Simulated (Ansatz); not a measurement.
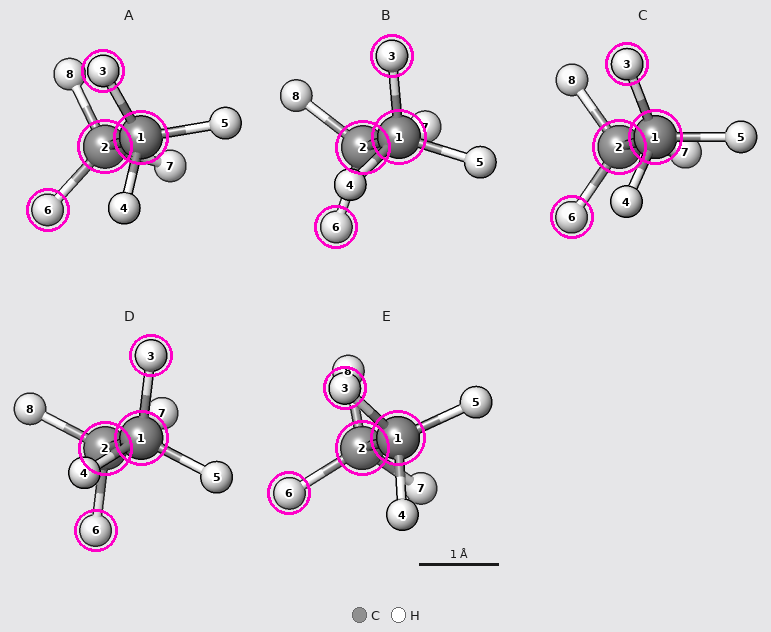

A scan of C2H6: the H3–C1–C2–H6 dihedral angle is varied, with all other coordinates relaxed. A ball-and-stick model, seen almost along the central bond, with a slight tilt. The ringed atoms are those of the scanned coordinate.

Level of theory: r2SCAN-D4 (def2-TZVPP, Ansatz), on geometries relaxed under the constraint at PBE0-D4/def2-TZVP. Energies are counted from the PBE0-D4/def2-TZVP minimum geometry at the same level.

Q: Order these geometries by energy, lowest first.

A: Lowest first: D (the dihedral −180.0°, 0.00 kcal/mol), E (the dihedral −68.6°, 0.13 kcal/mol), B (the dihedral −154.4°, 1.05 kcal/mol), A (the dihedral −102.9°, 2.33 kcal/mol), C (the dihedral −120.1°, 2.94 kcal/mol). Over the whole scan: of the computed points the lowest is at the dihedral −180.0°, 0.00 kcal/mol. A local maximum lies at −120.1° (2.94 kcal/mol). The highest point, at −120.1°, lies 2.94 kcal/mol above the lowest and gives the barrier to rotation to within the spacing of the points.
